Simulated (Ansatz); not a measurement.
# Pressure series in InP

Base system: InP in the zinc blende structure (space group F-43m, No. 216).

```xyz
2
Lattice="0.0000 2.9534 2.9534 2.9534 0.0000 2.9534 2.9534 2.9534 0.0000" Properties=species:S:1:pos:R:3 pbc="T T T"
P      1.4767     1.4767     1.4767
In     0.0000     0.0000     0.0000
```

Cell and atoms are relaxed at each pressure.

Method: DFT with r2SCAN, PAW potentials and a 500 eV plane-wave cutoff in Ansatz (an electronic-structure program), no spin-orbit coupling.

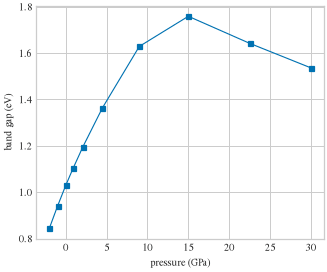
Band gap against pressure

### Question
From the plot, what is the band gap for pressure 30 GPa?

### Answer
About 1.54 eV.

### Question
Is the trend monotonic over the range shown?

### Answer
No, it turns within the range, spanning 0.84 eV to 1.76 eV.

Load acts through the strain it causes; cell and atoms are relaxed under it. No phonon test of stability was made. Measured, InP leaves this structure (for rock salt) near 9.8 GPa (temperature not stated; as listed in Datta, Sujoy, Jana, Debnarayan, arXiv (2020)).
